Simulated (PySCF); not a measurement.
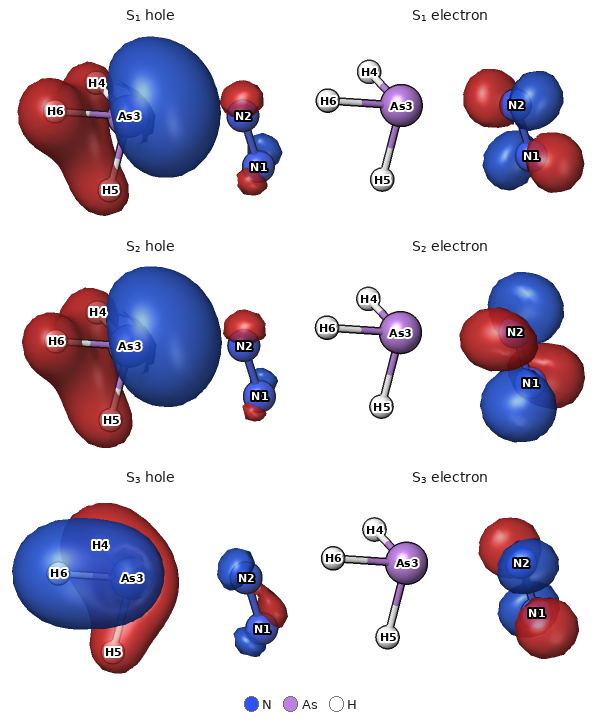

AsH$_{3}$N$_{2}$, SMILES `N#N.[AsH3]`. Leading natural transition orbitals (TDA singlet states).

PySCF calculation, PBE/def2-SVP, gas phase; geometry: an unrelaxed start of a pair search. Without diffuse functions Rydberg states are missing, so the states' numbers hold for this basis only.

Coordinates in Å:

```
N1      -2.4576   -0.3752    0.0078
N2      -1.7638    0.4784   -0.0117
As3      0.7931    0.0178   -0.0542
H4       0.6104    0.3265    1.3942
H5       0.5114   -1.4209    0.2263
H6       2.2555   -0.2154    0.1958
```

> Describe these excited states.

By state:
- S₁: 4.75 eV (261 nm), f = 0.004, charge transfer, whose energy this functional puts too low; the leading pair carries 100 %; hole on As3 (72 %), H6 (9 %) and H5 (6 %), electron on N1 (50 %) and N2 (47 %); their centroids lie 2.7 Å apart.
- S₂: 5.12 eV (242 nm), f = 0.148 (bright), charge transfer, whose energy this functional puts too low; the leading pair carries 98 %; hole on As3 (72 %) and H4, H5 and H6 (7 % each), electron on N1 (47 %), N2 (44 %) and As3 (6 %); their centroids lie 2.5 Å apart.
- S₃: 6.84 eV (181 nm), f = 0.000 (very weak), charge transfer, whose energy this functional puts too low; the leading pair carries 96 %; hole on As3 (47 %), H6 (25 %) and H4 (16 %), electron on N1 (49 %) and N2 (47 %); their centroids lie 3.2 Å apart; S₄ and S₅ lie within 0.1 eV of it.

Run time: 32 s on 1 thread of Intel(R) Xeon(R) Platinum 8375C CPU @ 2.90GHz (Ice Lake) (shared host), peak memory 0.43 GiB.
